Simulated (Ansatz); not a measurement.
**BH₃O₂Si: density, localisation and related maps**

```xyz
7

B    -0.9178    1.1351   -0.2757
Si    0.6535    0.0262   -0.0398
O     1.2432   -0.3680    1.4908
O     0.7980   -1.3662   -0.9616
H    -1.0927    2.1797   -0.8739
H     1.0487    0.2714    2.1997
H     0.7429   -2.1937   -0.4453
```

Level of theory: RKS revPBE-D4/def2-SVP in Ansatz.

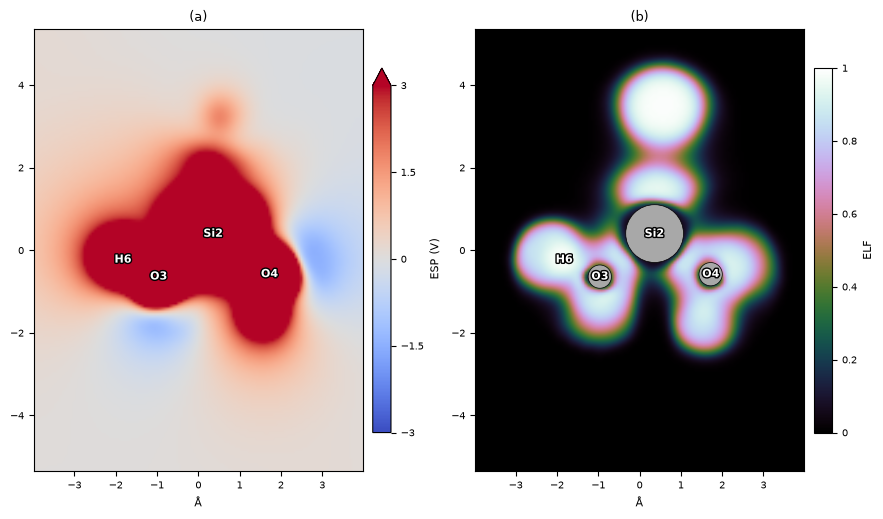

Figure 1. (a) electrostatic potential; (b) ELF on the plane of atoms O3, Si2 and O4. Grey discs cover the atomic cores in the ELF map.

Describe what can be read from this map.

Answer.
- The section cuts through Si, O and H sites.
- Si–O (1.68 Å): the ELF peaks at about 0.85 between the atoms: a polar covalent bond.
- O–H (0.97 Å): the ELF climbs to about 1 towards the hydrogen, as it does in any bond to H; an ordinary covalent bond to hydrogen.
- The ELF also peaks beside O3 and O4, away from the bonds: lone-pair regions.
- Outside the dense part of the molecule the potential is most negative (−1.5 V) near O4.

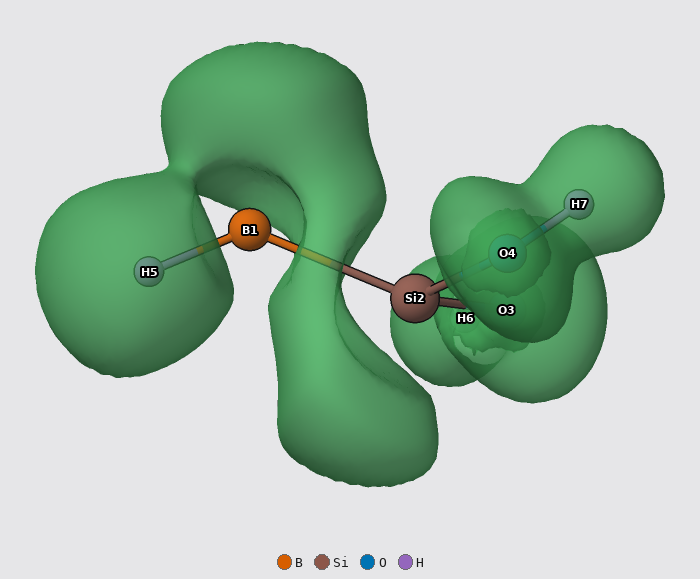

Figure 2. Isosurface of the electron localisation function at 0.75 (green), seen from one side. Only the valence region is drawn (cores and ρ < 0.01 e/Å³ removed).

Describe the localisation domains.

Answer. The ELF exceeds this value in one joined region spread over several atoms (B, H, Si), in which their bonds and any lone pairs are merged and two joined regions spread over several atoms (H, O), in which their bonds and any lone pairs are merged. Along the contacts the grid gives the following. Si–B (1.94 Å): the ELF peaks at about 0.95 between the atoms (a shared electron pair).

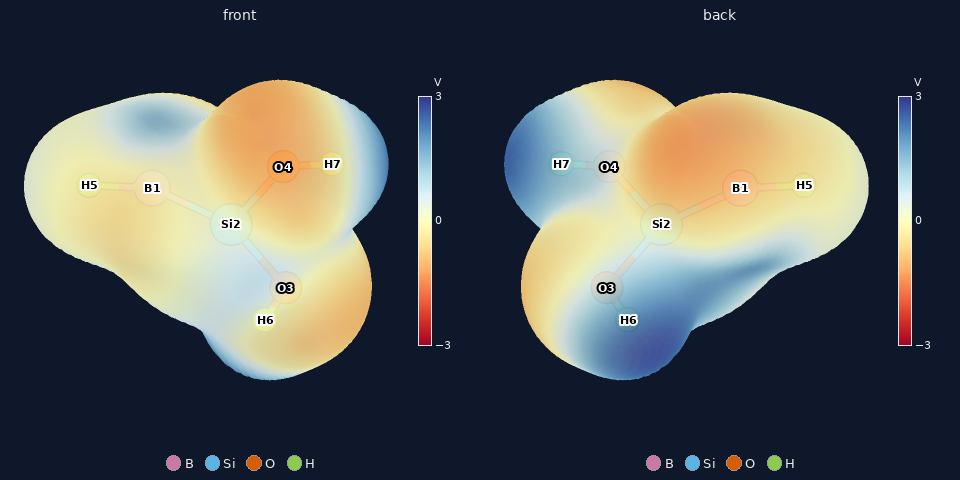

Figure 3. The molecular electrostatic potential painted on the density surface at 0.002 e/bohr³, seen from the front and from behind; the colour scale runs from red (negative) to blue (positive).

Which sites attract a positive test charge, and which a negative one?

Answer. A positive charge is drawn to the negative regions and a negative charge to the positive ones. The most negative region (about −1.3 V) lies over H5, the most positive (about +2.7 V) over H6.
